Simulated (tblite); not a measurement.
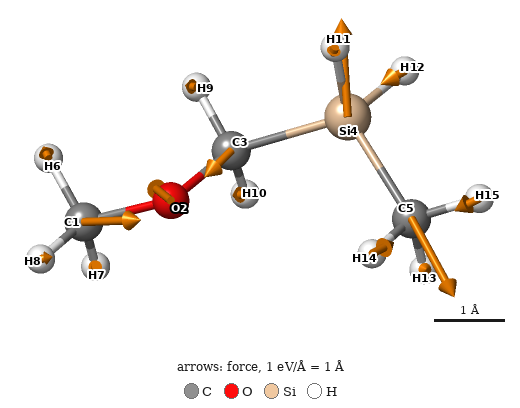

Starting geometry of C3H10OSi with the computed forces as orange arrows. Style: ball-and-stick. Shown at a tilt.

The calculation used GFN2-xTB geometry optimisation, gas phase in tblite. 

### What follows when this structure is relaxed?

It isn't relaxed: the largest force vector, on C5, is 1.54 eV/Å. The final displacements have little in common with the starting forces (cosine between the two patterns 0.18). Over 73 geometry steps the energy falls by 3.41 kcal/mol. H8 moves most after the best rigid fit: 0.31 Å. Largest moves by element: H 0.31 Å, O 0.18 Å, C 0.15 Å, Si 0.06 Å. Near-neighbour distances that change, for instance: Si4–C5 1.839 → 1.896 Å, C1–O2 1.438 → 1.401 Å, Si4–H12 1.501 → 1.472 Å, O2–C3 1.439 → 1.414 Å. Bond angles that change, for instance: O2–C3–Si4 114.5° → 106.0°, Si4–C3–H10 107.4° → 112.3°, Si4–C3–H9 108.1° → 111.9°. Cost: 0.28 s on 1 thread of Arm Neoverse V2, on a shared host.
